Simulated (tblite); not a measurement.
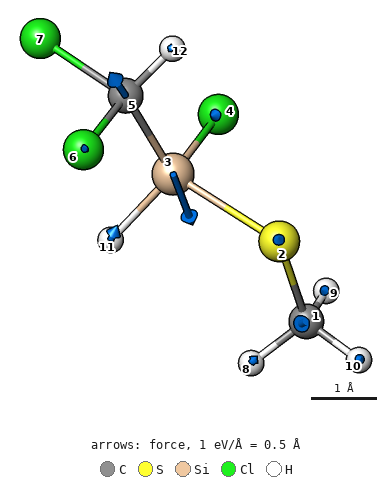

Starting geometry of C2H5Cl3SSi with the computed forces as blue arrows. Style: ball-and-stick. Shown from a free direction.

Method: tblite, GFN2-xTB geometry optimisation, gas phase. 

> What follows when this structure is relaxed?

It isn't relaxed: the largest force vector, on Si3, is 2.53 eV/Å. The final displacements have little in common with the starting forces (cosine between the two patterns 0.14). S2 moves most after the best rigid fit: 0.32 Å. By element the largest moves are S 0.32 Å, H 0.31 Å, Cl 0.30 Å, Si 0.21 Å, C 0.09 Å. Among the contacts that change: Si3–C5 1.847 → 1.919 Å, Si3–Cl4 2.047 → 2.008 Å, Si3–H11 1.491 → 1.455 Å, C5–Cl6 1.794 → 1.776 Å. Bond angles that change, for instance: S2–Si3–C5 111.6° → 105.1°, C5–Si3–H11 113.3° → 108.0°, S2–Si3–H11 107.3° → 112.5°. Groups turn about S2–Si3 by about 20°. After 56 geometry steps the energy has fallen by 0.162 eV.
